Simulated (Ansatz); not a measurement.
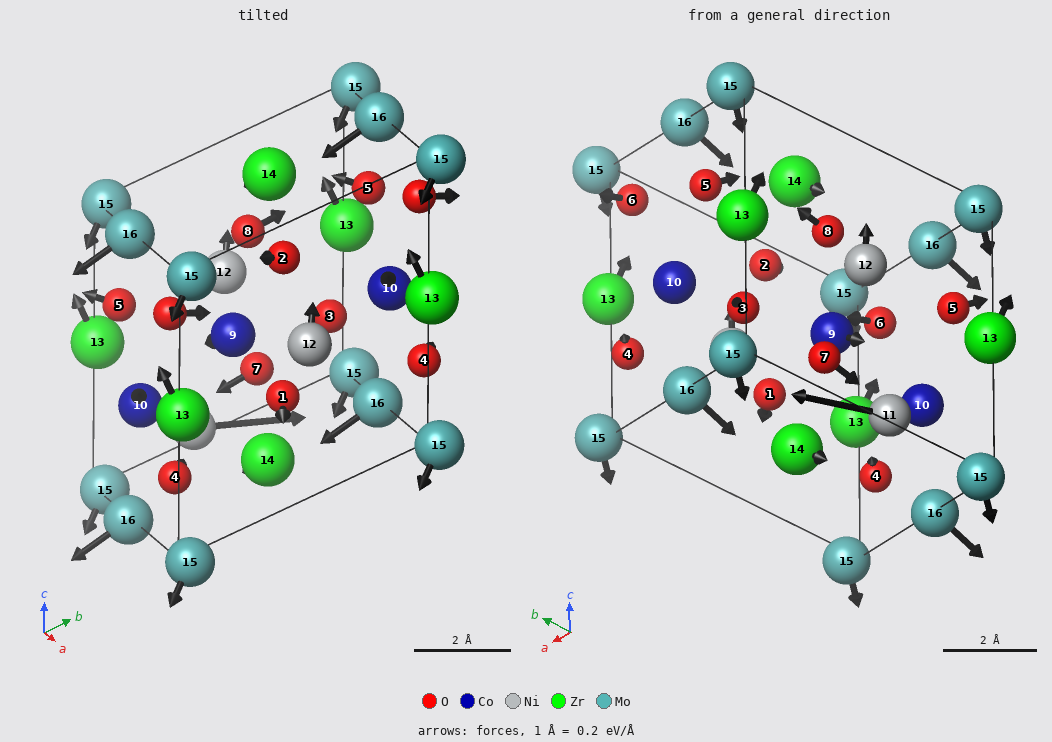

View slightly off an axis and from a general direction, drawn as a spheres-only model. The frame is the cell (the run's own, in a reduced setting); atoms at its boundary are shown with their periodic copies. The arrows are the computed forces on the atoms.

System: ZrCoNiMoO4. Results below were computed with DFT PBE, scalar-relativistic, plane waves, PAW (Ansatz); the settings were plane-wave cutoff 420 eV, k-points about 0.21 Å⁻¹ apart, Gaussian smearing of 0.1 eV, collinear spins.

Could this be the end point of a relaxation?

Answer. No. The atoms still feel forces of up to about 0.41 eV/Å, far above a usual threshold of 0.01 to 0.03 eV/Å.

Which atom is pushed hardest?

Answer. Ni11, about 0.41 eV/Å.

Starting structure: a structure type filled with these elements by a generator (whether the compound takes this form wasn't checked). Earlier steps of the study may have refined or changed the cell and positions. It was the input of a calculation with Ansatz.
